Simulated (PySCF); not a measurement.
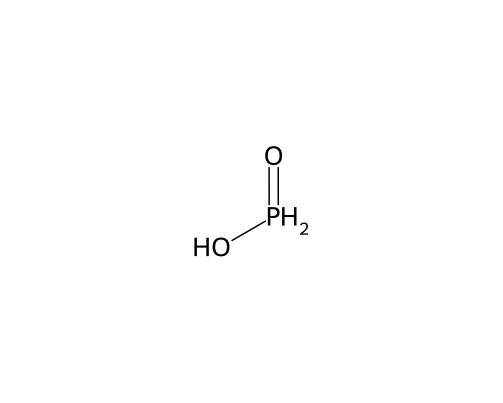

The computed structure is the end point of a PBE0-D3(BJ)/def2-TZVP optimisation. No frequency run is at hand to confirm it as a minimum. Program: PySCF 2.14.0.

Compare HOMO–LUMO gap (eV), HOMO energy (eV) at these levels: B97-2/pcSseg-2; KT3/pcSseg-2; PBE0/pcSseg-2; WP04/pcSseg-2 in chloroform (IEF-PCM); ωB97X-D/pcSseg-2; ωB97X-D/pcSseg-2 in chloroform (IEF-PCM).

```csv
level,HOMO–LUMO gap (eV),HOMO energy (eV)
B97-2/pcSseg-2,8.47,−8.24
KT3/pcSseg-2,6.31,−7.12
PBE0/pcSseg-2,8.73,−8.52
WP04/pcSseg-2 in chloroform (IEF-PCM),8.57,−9.61
ωB97X-D/pcSseg-2,12.48,−10.43
ωB97X-D/pcSseg-2 in chloroform (IEF-PCM),12.87,−10.41
```
